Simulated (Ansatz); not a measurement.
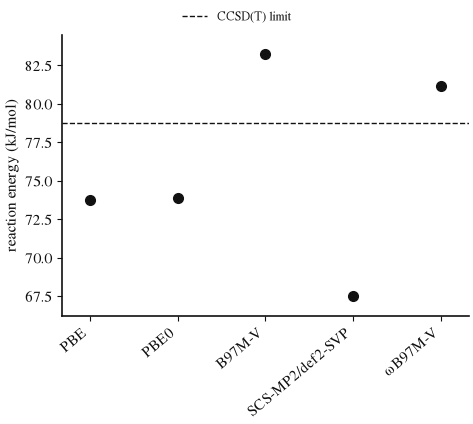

Electronic reaction energy of SiNH₂Cl₂F (N[Si](F)(Cl)Cl) + H₂ ([H][H]) → SiNH₃ClF (N[SiH](F)Cl) + HCl (Cl) (SMILES in brackets) at several levels (functionals in def2-TZVPP unless a basis is named), isolated molecules at PBE0-D4 triple-zeta geometries, minima by their frequencies, no zero-point or thermal terms, the Ansatz code. The line is frozen-core CCSD(T) at the basis limit (MP2 extrapolated from triple and quadruple zeta, plus CCSD(T) less MP2 in a smaller set). No dispersion term is added to PBE and PBE0. The distance of SCS-MP2/def2-SVP to the limit includes basis error. The limit lies 5.0 kJ/mol from CCSD(T)/def2-TZVPP, so the line itself is uncertain by a part of that.

**What do zero-point energy and temperature add?**

Zero-point change 9.5 kJ/mol; at 298.15 K and 1 bar the CCSD(T) limit plus thermal terms gives an enthalpy of reaction of 84.9 and a free energy of 77.8 kJ/mol (harmonic PBE0-D4 modes, ideal gas).

**Give the values.**

```tsv
level	kJ/mol	less CCSD(T) limit
PBE	73.8	−5.0
PBE0	73.9	−4.9
B97M-V	83.2	4.4
SCS-MP2/def2-SVP	67.5	−11.3
ωB97M-V	81.2	2.4
CCSD(T) limit	78.8	0.0
```
